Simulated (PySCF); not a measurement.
Ge(F)2(Vi)2, SMILES [Ge]([F])([CH]=C)([CH]=C)[F] at its PBE0/def2-SVP optimised geometry (Å):

```
13

C     -1.3198     0.6371    -1.0711
C     -0.6951     0.1393     0.0000
Ge    -0.0434    -1.6657     0.0000
F      1.6967    -1.6657     0.0000
F     -0.4732    -2.3089    -1.5588
C     -0.5485    -2.8994     1.3804
C      0.3828    -3.5468     2.0869
H     -1.4744     0.0354    -1.9728
H     -1.6967     1.6657    -1.0916
H     -0.5461     0.7567     0.8931
H     -1.6131    -3.0641     1.5816
H      1.4506    -3.3957     1.8977
H      0.1158    -4.2557     2.8785
```

Method: PBE0/def2-TZVP (PySCF 2.14.0).

Map of the Laplacian of the electron density (e/bohr⁵) on the plane z = 1.0 Å:

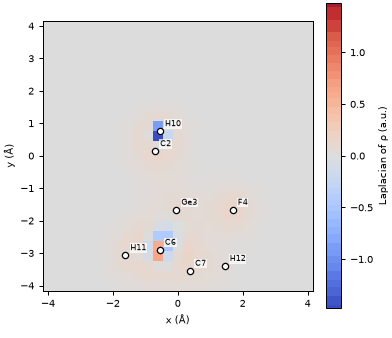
Figure: Laplacian of the electron density (e/bohr⁵) on the plane z = 1.0 Å.
